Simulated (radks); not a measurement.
**F: atomic calculation**

The neutral fluorine atom in the configuration [He] 2s2 2p5. Computed at this level: scalar-relativistic Kohn-Sham, r2SCAN, spin-unpolarised, spherical densities, finite nucleus (the in-house radial solver radks).

Key numbers:

- outcome: converged
- total energy: −99.777056 hartree
- kinetic energy: 99.698045 hartree
- electron–nucleus energy: −238.968479 hartree
- Hartree energy: 49.754293 hartree
- exchange–correlation energy: −10.260915 hartree
- radius at density 0.001 e/bohr³: 3.09 bohr
- SCF iterations: 13
- hardware: 1 CPU thread, shared host

The input:
```
Z 9
configuration [He] 2s2 2p5
relativity scalar-relativistic
functional r2scan,r2scan
spin unpolarised
nucleus finite rms 2.8976 fm
c 137.035999084
```

Energies in input and log are in hartree, lengths in bohr (the nuclear radius in fm).

Output:
```
1s      1   2.0000         -24.61207430
2s      1   2.0000          -1.16021883
2p      1   5.0000          -0.42467367
Etot -99.7770561004064
Ekin 99.698044803026
Encl -238.9684791268823
Eh 49.754293165211934
Exc -10.260914941762024
err 4.549534503589112e-07
it 13
```

Orbitals:

| orbital | occupation | energy (eV) | ⟨r⟩ (bohr) | outer maximum (bohr) |
| --- | --- | --- | --- | --- |
| 1s | 2 | −669.729 | 0.1761 | 0.114 |
| 2s | 2 | −31.571 | 1.002 | 0.763 |
| 2p | 5 | −11.556 | 1.097 | 0.712 |

Slater integrals of the outer shells (hartree):

| integral | value |
| --- | --- |
| F0(2p,2p) | 0.8543 |
| F2(2p,2p) | 0.3757 |
| F0(2p,2s) | 0.8791 |
| G1(2p,2s) | 0.5298 |
| F0(2p,1s) | 1.2557 |
| G1(2p,1s) | 0.1294 |
| F0(2s,2s) | 0.9106 |
| F0(2s,1s) | 1.3012 |
| G0(2s,1s) | 0.0933 |
| F0(1s,1s) | 5.3504 |

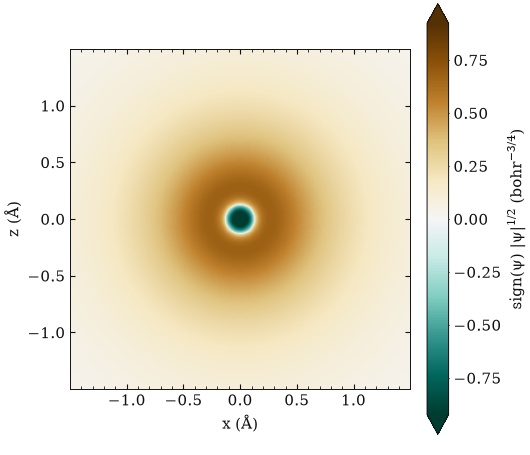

**Figure 1.** The 2s orbital. The radial function comes from the spherical calculation and is multiplied by a real spherical harmonic; the overall sign is chosen so that the largest lobe of P(r) is positive; at the scalar-relativistic level it is the large component. In the xz plane through the nucleus, the colour gives the signed square root of ψ. (1 bohr = 0.529 Å.) It has no angular node and 1 radial node, at r = 0.244 bohr. The outermost maximum of P² lies at 0.763 bohr, ⟨r⟩ = 1.00 bohr, 90 % of the charge lies within 1.61 bohr, and the eigenvalue is −31.6 eV, with 2 electrons in the shell.

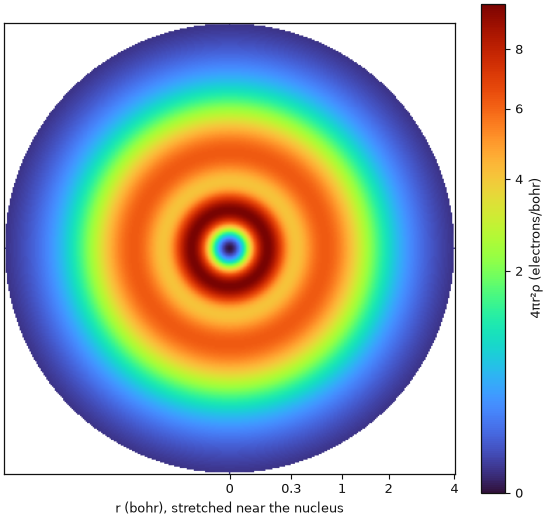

**Figure 2.** The radial density 4πr²ρ as a disc about the nucleus, with the radius drawn as r to the power 0.5. There are 2 maxima, at r = 0.116 and 0.728 bohr, parted by a minimum at 0.355 bohr, inside which lie 2.2 electrons.

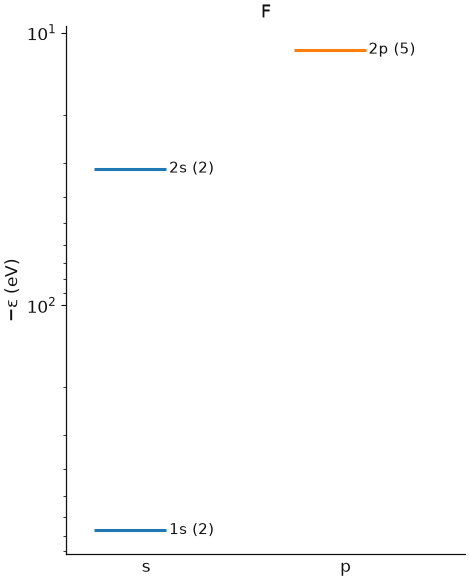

**Figure 3.** All occupied levels, on a logarithmic scale of binding energy, are drawn by angular momentum (occupations in brackets). The highest occupied level is 2p at −11.6 eV. From the top down the occupied levels run 2p (−11.6 eV), 2s (−31.6 eV), 1s (−669.7 eV).
